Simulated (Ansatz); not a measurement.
**SiH4S (Si(SH)H3): B2PLYP/STO-3G**

What is the energy change on altering one bond length of SiH4S (Si(SH)H3) at B2PLYP/STO-3G? 

The results are computed with Ansatz 0.2.0.

54 further runs of the same task are left out: 54 set aside as unsound or not needed.

**1. The structure to begin with**

SiH4S has 6 atoms, charge 0, and is taken as a singlet. As SMILES, `[H][Si]([H])([H])S`. The coordinates come from a GFN2-xTB relaxation.

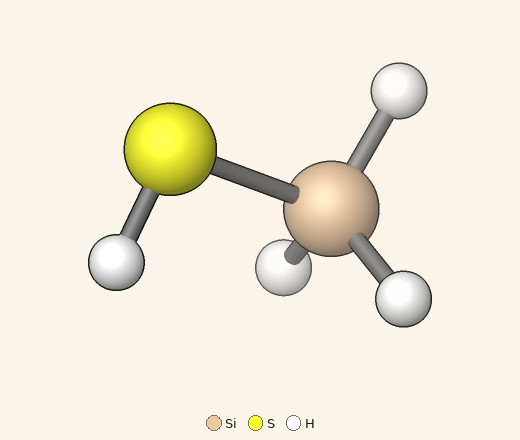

Viewed from a chosen angle; silicon light orange, sulfur yellow, hydrogen white.

**2. The energy at B2PLYP/STO-3G**

File run.yaml:

```yaml
crystal:
  periodic: [false, false, false]
  atoms:
    - symbol: Si
      position_ang: [0.201210, -0.014540, -0.544580]
    - symbol: S
      position_ang: [0.253720, 0.019820, 1.601470]
    - symbol: H
      position_ang: [-1.056810, 0.059910, 1.795240]
    - symbol: H
      position_ang: [1.606010, -0.020690, -0.909950]
    - symbol: H
      position_ang: [-0.503230, 1.180600, -0.990160]
    - symbol: H
      position_ang: [-0.500900, -1.225100, -0.952020]
basis:
  gaussian: {orbitals: STO-3G}
hamiltonian: {xc: {name: B2PLYP}}
correlation: {frozen_orbitals: {H: 0, S: 5, Si: 5}}
accuracy: high
```

Launch:

```sh
$ ansatz run run.yaml --threads 1 --pin off --max-ram 2610MiB --events-out events.jsonl --progress --plain --runs-dir runs
```

What it wrote:

```text
Warning: RAYON_NUM_THREADS=1 ignored (pool sized by the plan → 1); use --threads N
Functional definition: B2PLYP
  name "B2PLYP"
  parameter a = 0.53
  parameter c = 0.27
  exchange = (1 - a)*b88_x + a*exact_x
  correlation = (1 - c)*lyp_c + c*(mp2_os + mp2_ss)
388 factors; integrals over basis functions are off by at most 9.1e-9 eV
mean field evaluation 1: about -18556.6308 eV, gradient 1.4e1 eV
mean field evaluation 2: about -18556.6132 eV, gradient 1.4e1 eV
mean field evaluation 4: about -18557.5087 eV, gradient 2.3e-1 eV
mean field evaluation 8: about -18557.5088 eV, gradient 6.3e-4 eV
mean field -18557.50877919 eV, -681.9758689039 hartree, gradient 4.6e-8 eV, S^2 0.000000; 0 other end points of the search recorded, 0 dependent functions left out
10 core orbitals not correlated: weight in the atoms' cores, before any rotation towards them, 1.000 or more for the frozen orbitals, at most 0.000 for the correlated occupied ones
reference -18557.50879687 eV, -681.9758695536 hartree; 7, 7 occupied and 5, 5 virtual orbitals, 388 factors
second order -2.18828681 eV of doubles, -0.00000000 eV of singles
Total energy: -18558.09963430 eV, -681.9975824289 hartree
```

It took 1.6 s on 1 thread of Arm Neoverse V1, shared host; peak memory 0.1 GiB.

**3. The distorted shape at the same level**

File job.yaml:

```yaml
basis:
  gaussian: {orbitals: STO-3G}
crystal:
  periodic: [false, false, false]
  atoms:
    - {symbol: Si, position_ang: [0.376726, 0.288080, -0.442727]}
    - {symbol: S, position_ang: [0.429236, 0.322440, 1.703323]}
    - {symbol: H, position_ang: [-0.881294, 0.362530, 1.897093]}
    - {symbol: H, position_ang: [1.781526, 0.281930, -0.808097]}
    - {symbol: H, position_ang: [-0.327714, 1.483220, -0.888307]}
    - {symbol: H, position_ang: [-0.500900, -1.225100, -0.952020]}
magnetization: {spin_polarized: false, initial_magnetization: 0}
hamiltonian: {xc: {name: B2PLYP}}
correlation: {frozen_orbitals: {H: 0, S: 5, Si: 5}}
accuracy: high
```

Launch:

```sh
$ ansatz run job.yaml --threads 1 --pin off --max-ram 2610MiB --events-out events.jsonl --progress --plain --runs-dir runs
```

What it wrote, cut to the lines that bear on the results:

```text
Warning: RAYON_NUM_THREADS=1 ignored (pool sized by the plan → 1); use --threads N
[... 2 set-up lines as earlier in the session ...]
[...]
388 factors; integrals over basis functions are off by at most 2.1e-8 eV
[...]
mean field -18556.22933230 eV, -681.9288500980 hartree, gradient 6.2e-8 eV, S^2 0.000000; 0 other end points of the search recorded, 0 dependent functions left out
10 core orbitals not correlated: weight in the atoms' cores, before any rotation towards them, 1.000 or more for the frozen orbitals, at most 0.000 for the correlated occupied ones
reference -18556.22935042 eV, -681.9288507639 hartree; 7, 7 occupied and 5, 5 virtual orbitals, 388 factors
second order -2.52512612 eV of doubles, -0.00000000 eV of singles
Total energy: -18556.91113447 eV, -681.9539058657 hartree
```

It took 1.8 s on 1 thread of Arm Neoverse V1, shared host; peak memory 0.1 GiB.

**4. What came out**

At B2PLYP/STO-3G, 10 core orbitals frozen:

```
                                                          quantity          value
                                         first shape: total energy  -681.99758 Eh
                                     distorted shape: total energy  -681.95391 Eh
energy change with the Si1–H6 bond stretched from 1.458 to 1.822 Å       1.188 eV
```

What this shows: With the Si1–H6 bond stretched from 1.458 to 1.822 Å the energy rises by 1.19 eV (115 kJ/mol). The first shape isn't relaxed at this level, so the change isn't measured from a minimum. The minimal basis adds a large error of its own.
